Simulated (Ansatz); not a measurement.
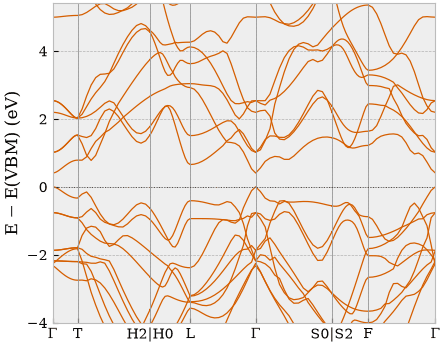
Figure. Band structure from LDA in the plane-wave PAW code Ansatz

Question: Read off the gap and where the band edges lie.

Answer: About 0.4 eV (0.41 eV by a search for the band edges); maximum at Γ, minimum at Γ.

The material is Bi2TeSe2 in space group R-3m (No. 166; Bi on 6c, Te on 3a, Se on 6c).

The workflow started from a Materials Project entry (that database holds measured and hypothetical structures alike); the Crystallography Open Database files this formula in space group No. 166, but the cells were not matched. Its standing as an ambient phase is unchecked. The LDA relaxation kept the symmetry of its start; whether a distortion lowers the energy is not shown. A crystal of weakly bound layers computed without a dispersion correction: the cell and the soft elastic constants depend strongly on that. Scalar-relativistic: spin–orbit coupling is off unless named, which matters more the heavier the elements.

Potentials: the later of the program's two PAW sets.
